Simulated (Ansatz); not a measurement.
**Single-point calculation of Si$_{2}$H$_{7}$Cl**

Si$_{2}$H$_{7}$Cl, computed with RKS PBE0-D4/def2-TZVPPD (Ansatz 0.2.0).

The geometry is a complex of two molecules. The geometry comes from this level: PBE0-D4/def2-TZVP.

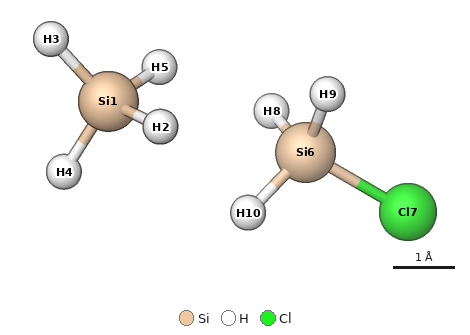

*The structure as given in the input (ball-and-stick view, seen at a tilt; atoms are numbered from 1 in the order of the input).*

Bond lengths as drawn: Cl–Si 2.06 Å and H–Si 1.48 to 1.49 Å.

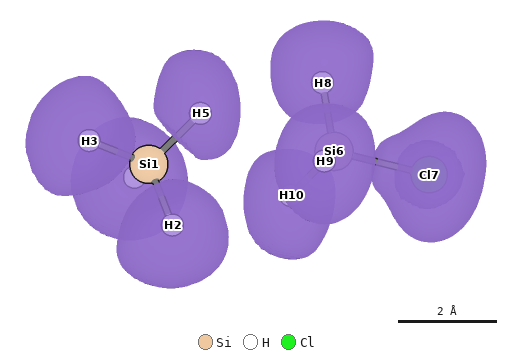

*Isosurface of the ELF at 0.75 (purple), seen at a tilt. Only the valence region is drawn (cores and ρ < 0.01 e/Å³ removed).*

Values along the shortest contacts:

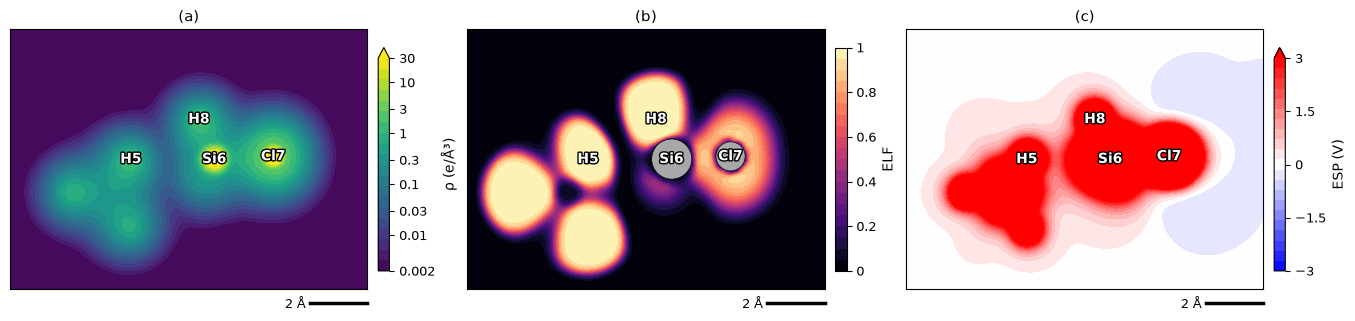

*(a) electron density; (b) electron localisation function; (c) molecular electrostatic potential on the plane of atoms Cl7, Si6 and H8. Grey discs, where drawn, cover atomic cores.*

Si–H (1.48 Å): ρ at the midpoint is about 0.84 e/Å³; the ELF climbs to about 1 towards the hydrogen, as it does in any bond to H.

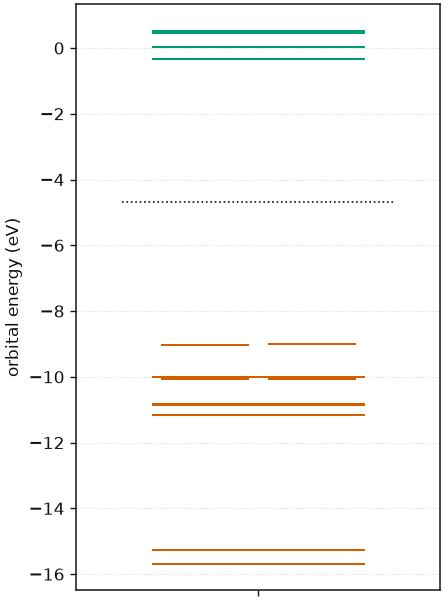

*Orbital energies near the frontier; the dotted line parts filled from empty levels, and levels within 0.02 eV of each other stand side by side.*

Highest filled −9.01 eV, lowest empty −0.33 eV, 8.68 eV apart.

The input and output of the run follow.

Input file
```yaml
crystal:
  periodic: [false, false, false]
  atoms:
    - {symbol: Si, position_ang: [-0.131482, 0.057706, -1.975815]}
    - {symbol: H, position_ang: [-1.549126, 0.191744, -1.559057]}
    - {symbol: H, position_ang: [0.093576, 0.797479, -3.242258]}
    - {symbol: H, position_ang: [0.205523, -1.375168, -2.160966]}
    - {symbol: H, position_ang: [0.744380, 0.632966, -0.919476]}
    - {symbol: Si, position_ang: [0.150028, -0.028461, 1.845508]}
    - {symbol: Cl, position_ang: [-0.183666, -0.505880, 3.816692]}
    - {symbol: H, position_ang: [1.603485, 0.172795, 1.653045]}
    - {symbol: H, position_ang: [-0.598250, 1.209453, 1.531603]}
    - {symbol: H, position_ang: [-0.334368, -1.152636, 1.010823]}
basis:
  gaussian: {orbitals: "def2-TZVPPD.json"}
hamiltonian: {xc: pbe0, dispersion: d4}
output: {orbitals: {seedname: orbitals}}
```

Launch command:
```bash
ansatz run in.yaml --threads 4 --pin off --events-out ev --progress --plain --max-ram 9574MiB
```

What the program printed
```
Functional definition: PBE0
  name "PBE0"
  cite "Adamo & Barone, J. Chem. Phys. 110, 6158 (1999) doi:10.1063/1.478522"
  cite "Perdew, Burke & Ernzerhof, Phys. Rev. Lett. 77, 3865 (1996) doi:10.1103/PhysRevLett.77.3865"
  parent pbe
  parameter a = 0.25
  parameter kappa = 0.804
  parameter beta = 0.06672455060314922
  exchange = (1 - a)*pbe_x(kappa = kappa, mu = beta*pi^2/3) + a*exact_x
  correlation = pbe_c(beta = beta)
1391 factors; their error is unknown
mean field evaluation 1: about -28381.8989 eV, gradient 1.4e1 eV
mean field evaluation 2: about -28382.3076 eV, gradient 7.6e0 eV
mean field evaluation 4: about -28382.4254 eV, gradient 2.8e-1 eV
mean field evaluation 8: about -28382.4912 eV, gradient 3.5e-1 eV
mean field -28382.49131441 eV, -1043.0373174608 hartree, gradient 8.7e-5 eV, S^2 0.000000; 0 other end points of the search recorded, 0 dependent functions left out
reference -28382.49136298 eV, -1043.0373192457 hartree; 26, 26 occupied and 240, 240 virtual orbitals, 1391 factors
Total energy: -28382.64101429 eV, -1043.0428188301 hartree
```

Results in brief

- outcome: converged
- total energy: −28382.6410 eV
- mean-field energy: −28382.4914 eV
- dispersion energy: −0.1497 eV
- SCF solution under orbital rotations: stable
- HOMO: −9.01 eV
- LUMO: −0.33 eV
- hardware: 4 threads of Intel Xeon, 31 GiB of memory available, shared host
- wall time: 2.2 s (CPU time 7.9 s)
- peak memory: 0.69 GiB
